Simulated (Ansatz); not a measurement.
```xyz
3

C     0.0000    0.0000   -0.0528
Br    0.0000    0.0000    1.8336
Ge    0.0000    0.0000   -1.7808
```

Geometry: B3LYP-D3(BJ)/def2-SVPD.

Theory: Ansatz 0.2.0, isolated molecule in a Gaussian basis; Kohn-Sham density functional theory, functional PBE0.

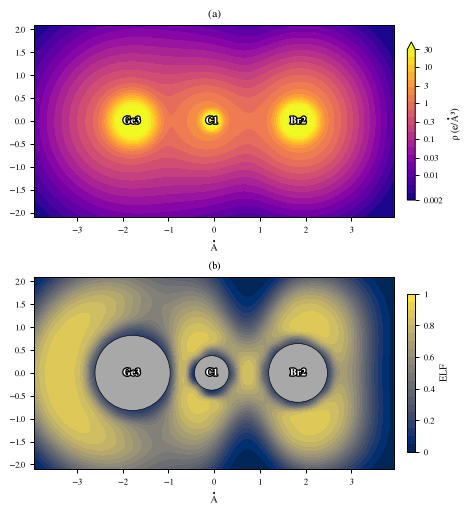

CBrGe (SMILES [Ge-]#[C]Br) (charge −1). (a) total electron density; (b) electron localisation function on a plane that holds the molecular axis. Grey discs cover the atomic cores in the ELF map.

### What does the map show?

- The section cuts through C, Br and Ge sites.
- C–Ge (1.73 Å): the density is about 1.1 e/Å³ at the midpoint; the ELF peaks at about 0.80 in the valence shell of C, 0.6 Å from its nucleus, and is about 0.30 at the midpoint.
- C–Br (1.89 Å): ρ at the midpoint is about 1.1 e/Å³; the ELF peaks at about 0.80 between the atoms; a shared electron pair.
- The ELF also peaks beside Br2, away from the bonds: lone-pair regions.
